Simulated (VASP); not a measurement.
Band structure of BaS (rock salt). These are vdW-DF2, VASP's PBE PAW potentials (set 64) (plane waves; VASP 6.6.1) values and carry that method's errors.

Unless said otherwise, spin-orbit coupling is left out, though it shifts the bands of the heavy elements here.

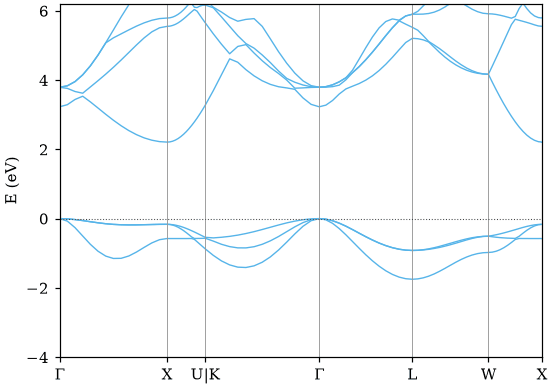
Bands along high-symmetry lines, zero at the valence-band maximum or, without a gap, the Fermi level

**Question.** Read the plot: is there a gap, and where are the band edges?

**Answer.** The gap is indirect, 2.21 eV, from the valence maximum at Γ to the conduction minimum at X. (Edges off the drawn lines would not show.)

The compound is BaS in the rock salt structure. It was relaxed first, which changed the volume by +8 %.
